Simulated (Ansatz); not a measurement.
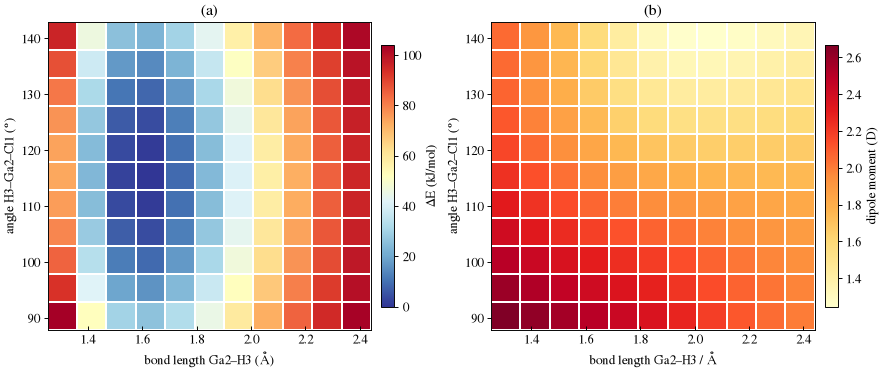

ClGaH, SMILES [Cl][GaH], spin multiplicity 2. Coordinates scanned: (1) bond length Ga2–H3; (2) angle H3–Ga2–Cl1. Nothing is relaxed (all other coordinates rigid). The grid has 11 × 11 points. Points are written as (first, second). Energies: kJ/mol, counted from the lowest grid point. Theory: Ansatz 0.2.0, UKS r2SCAN0-D4/def2-TZVP.

Panel (a) is the energy and panel (b) the computed dipole moment on the same grid.

In the figure: one coloured cell a grid point.

### How does the dipole moment vary over the map, and what is it at the lowest grid point?

Leaving out the highest fifth of the energies, it runs from 1.25 D at (2.063 Å, 140.4°) to 2.61 D at (1.414 Å, 90.4°). At the lowest grid point, (1.630 Å, 115.4°), it is 1.95 D.
